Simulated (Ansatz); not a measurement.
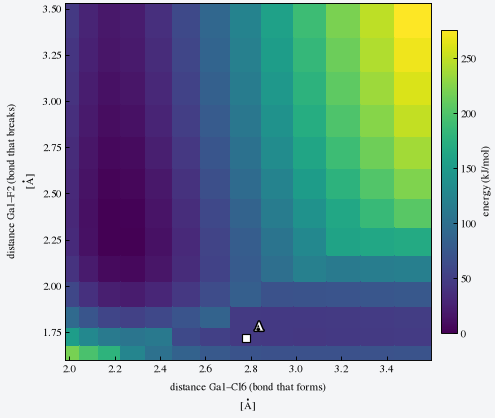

The reacting system ClFGaH₃ (fragments FGaH₂ + ClH where the first distance is long, ClGaH₂ + FH where the second is long). Coordinates scanned: (1) distance Ga1–Cl6 (bond that forms); (2) distance Ga1–F2 (bond that breaks). Relaxed at each point: all other coordinates. Grid: 13 × 13 points. Points are written as (first, second). All energies are given in kJ/mol relative to the lowest grid point. Energies and slopes of some neighbouring points disagree (a jump in structure or state, or too coarse a mesh). The reference is spin-restricted, so regions where a bond is pulled apart into radicals lie too high. These are results of Ansatz 0.2.0, RHF/def2-SVP, not measurements.

In the figure: one coloured cell a grid point, the point A.

Q: Is A at rest? If not, where is it pushed?

A: A, at (2.781 Å, 1.719 Å), is not a stationary point. The computed force is 22 kJ/mol for each Å towards larger values of the first coordinate and 148 kJ/mol for each Å towards larger values of the second coordinate.
